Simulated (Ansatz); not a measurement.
# C₃H₆F₃N: how energies converge with the basis set

Aim: see how fast density functionals converge with the basis set for C₃H₆F₃N.

Method: one geometry, several basis sets; program: Ansatz 0.2.0, Gaussian basis.

The runs, in order: PBE0-D4/def2-SVP; ωB97M-V/def2-SVP; PBE0-D4/def2-QZVPP; ωB97M-V/def2-QZVPP; the functionals' def2-TZVPP values are taken from earlier runs.

## (1) The relaxed structure

An earlier PBE0-D4 in a triple-zeta def2 set relaxation fixed the geometry.

SMILES `CNCC(F)(F)F`, 13 atoms, charge 0, spin multiplicity 1.

Atoms are counted from 1 here; the program's logs count them from 0.

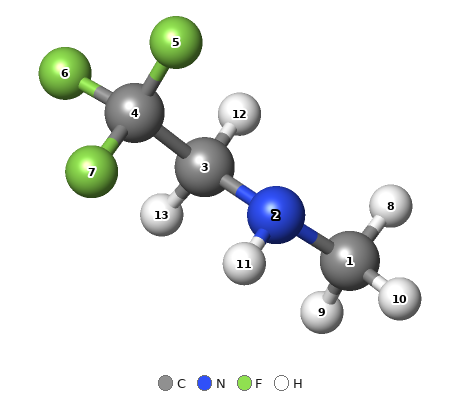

The geometry (carbon grey, nitrogen blue, fluorine green, hydrogen white); atoms are numbered from 1 in the order of the file.

## (2) PBE0-D4 in def2-SVP

File in.yaml:

```yaml
crystal:
  periodic: [false, false, false]
  atoms:
    - {symbol: C, position_ang: [-0.101271, -1.918051, 0.033197]}
    - {symbol: N, position_ang: [0.078449, -0.583280, 0.560872]}
    - {symbol: C, position_ang: [-0.035984, 0.435989, -0.444949]}
    - {symbol: C, position_ang: [0.282085, 1.797344, 0.122962]}
    - {symbol: F, position_ang: [1.539701, 1.898668, 0.551592]}
    - {symbol: F, position_ang: [0.093879, 2.746938, -0.803986]}
    - {symbol: F, position_ang: [-0.518493, 2.091099, 1.162286]}
    - {symbol: H, position_ang: [0.710931, -2.149064, -0.661256]}
    - {symbol: H, position_ang: [-1.053073, -2.064724, -0.502934]}
    - {symbol: H, position_ang: [-0.052678, -2.640511, 0.849013]}
    - {symbol: H, position_ang: [-0.582505, -0.406919, 1.306446]}
    - {symbol: H, position_ang: [0.689231, 0.246410, -1.241224]}
    - {symbol: H, position_ang: [-1.029872, 0.511502, -0.917321]}
basis:
  gaussian: {orbitals: def2-SVP}
hamiltonian: {xc: pbe0, dispersion: d4}
output: {orbitals: {seedname: orbitals}}
```

Run with:

```bash
$ ansatz run in.yaml --threads 2 --pin off --events-out ev --progress --plain --max-ram 20480MiB --backend cpu
```

The runs that follow: ωB97M-V in def2-SVP; PBE0-D4 in def2-QZVPP; ωB97M-V in def2-QZVPP.

Before running them: what should the planned runs give, taken together? Wanted: PBE0-D4: double and triple zeta above quadruple; ωB97M-V: double and triple zeta above quadruple.

The runs gave:

| quantity | value |
| --- | --- |
| PBE0-D4: double and triple zeta above quadruple | 15.79, 0.67 eV |
| ωB97M-V: double and triple zeta above quadruple | 16.19, 0.64 eV |

PBE0-D4 gains 15.12 eV from double to triple zeta, then 0.67 eV more. Total energies overstate the basis error of differences, where much of it tends to cancel. The LUMO of ωB97M-V is positive and keeps falling with the basis (3.32 to 1.68 eV): an unbound level that the basis holds in place.
